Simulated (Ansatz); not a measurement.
# Rh (Fm-3m): all-electron equation of state from a Python script

Where is the equilibrium volume of Rh (Fm-3m) with all electrons, and how stiff is it? A script is to give an all-electron equation of state; the system is Rh (Fm-3m).

The COD entry's cell or inner coordinates are ideal or old and differ from later refinements, so a difference from it is no clean test against experiment.

Computed with the Python package of Ansatz 0.2.0. Level of theory: DFT LDA, all-electron LAPW.

### 1 Starting point

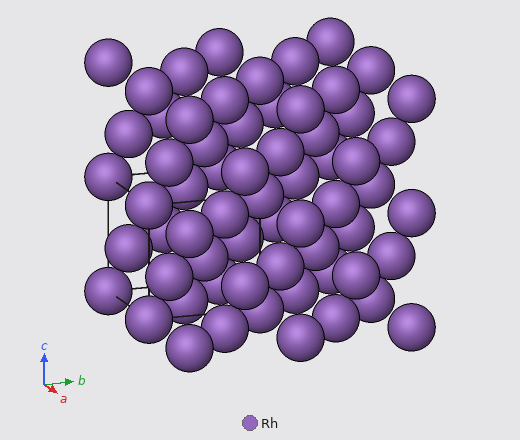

The structure that the script starts from, seen slightly off an axis (rhodium purple). 2×2×2 cells are drawn. The cell is the conventional one. Atoms on cell faces are repeated.

The script holds or builds the structure itself.

### 2 Script

Contents of eos_lapw_rh.py:

```python
# -*- coding: utf-8 -*-
'''All-electron equation of state of Rh.'''

import ansatz as az
from ase.eos import EquationOfState
from ase.units import GPa
import numpy as np

vectors0 = np.array([
    [0.0, 1.89785, 1.89785],
    [1.89785, 0.0, 1.89785],
    [1.89785, 1.89785, 0.0],
])
sites = [
    ('Rh', (0.0, 0.0, 0.0)),
]


def build(cell):
    crystal = az.Crystal(lattice=az.Lattice.of(cell))
    for symbol, position in sites:
        crystal = crystal.atom(symbol, position)
    return crystal


def main():
    volumes, energies = [], []
    for scale in np.linspace(0.94, 1.06, 7):
        cell = vectors0 * scale ** (1 / 3)
        calc = (
            build(cell).calculation()
            .mixing('broyden', preconditioner='none')
            .functional('lda')
            .occupations(az.OccupationsMethod.COLD, width=10 * az.meV)
            .kpoints(13, 13, 13)  # sampling of the Brillouin zone
            .pseudopotentials('all_electron', lapw=True, basis_error=0.001)
        )
        data = calc.run(threads=1, pin='off').report
        volumes.append(abs(np.linalg.det(cell)) / len(sites))
        energies.append(data['free_energy_ev'] / len(sites))
        print(f'{scale:.3f} {volumes[-1]:9.4f} A^3/atom {energies[-1]:16.5f} eV/atom  (estimated basis error {1000 * data["lapw_basis_errors"]["total_ev_per_atom"]:.2f} meV/atom)')
    v0, e0, bulk = EquationOfState(volumes, energies, eos='birchmurnaghan').fit()
    print(f'V0 = {v0:.4f} A^3/atom, B0 = {bulk / GPa:.1f} GPa')


if __name__ == '__main__':
    main()
```

### 3 Launch

Command:

```console
$ python eos_lapw_rh.py
```

The program printed:

```text
0.940   12.8512 A^3/atom    -130063.18773 eV/atom  (estimated basis error 0.20 meV/atom)
0.960   13.1246 A^3/atom    -130063.19809 eV/atom  (estimated basis error 0.20 meV/atom)
0.980   13.3981 A^3/atom    -130063.19669 eV/atom  (estimated basis error 0.20 meV/atom)
1.000   13.6715 A^3/atom    -130063.18489 eV/atom  (estimated basis error 0.21 meV/atom)
1.020   13.9449 A^3/atom    -130063.16394 eV/atom  (estimated basis error 0.21 meV/atom)
1.040   14.2183 A^3/atom    -130063.13494 eV/atom  (estimated basis error 0.21 meV/atom)
1.060   14.4918 A^3/atom    -130063.09886 eV/atom  (estimated basis error 0.21 meV/atom)
V0 = 13.2252 A^3/atom, B0 = 318.1 GPa
```

Wall time 62 s (1 thread of Arm Neoverse N1, shared host); peak memory 0.35 GiB.

### 4 The runs side by side

From the records of these 7 runs:

| run | volume (Å³/atom) | energy from run 2 (meV/atom) | SCF cycles | CPU time (s) |
| --- | --- | --- | --- | --- |
| 1 | 12.851 | 10.36 | 6 | 7.9 |
| 2 | 13.125 | 0.00 | 6 | 7.9 |
| 3 | 13.398 | 1.41 | 7 | 9 |
| 4 | 13.671 | 13.20 | 7 | 8.8 |
| 5 | 13.945 | 34.15 | 7 | 8.9 |
| 6 | 14.218 | 63.15 | 7 | 8.7 |
| 7 | 14.492 | 99.24 | 7 | 8.7 |

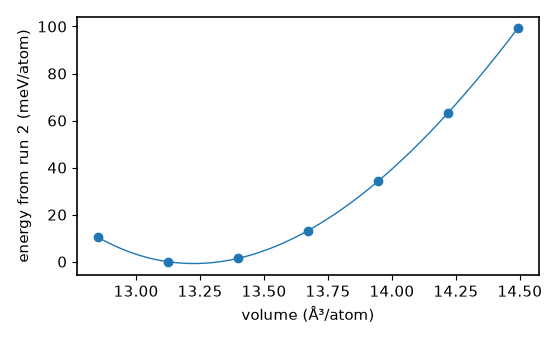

Energy against volume; the line is a third-order Birch-Murnaghan fit.

### 5 Outcome

| quantity | value |
| --- | --- |
| runs compared | 7 |
| range of energy | 99.24 meV/atom |
| lowest point, volume (Å³/atom) | 13.125 |
| equilibrium volume (fit) | 13.23 Å³/atom |
| bulk modulus (fit) | 318 GPa |

What this shows: A third-order Birch-Murnaghan fit through the 7 points has its minimum at 13.23 Å³ an atom, 3.3 % below the typed cell, with a bulk modulus of 318 GPa and dB/dP = 5.1. From that minimum the energy rises by 11.1 meV an atom on the compressed side and 100.0 meV on the expanded side. The window is off centre, so dB/dP is rough. For a metal this k-point mesh is coarse: on a finer one energies can move by several to tens of meV an atom and pressures by half a GPa or more, differences at one mesh by less. Of the deposited cell: the entry's cell lengths or inner coordinates differ somewhat from later room-temperature determinations.
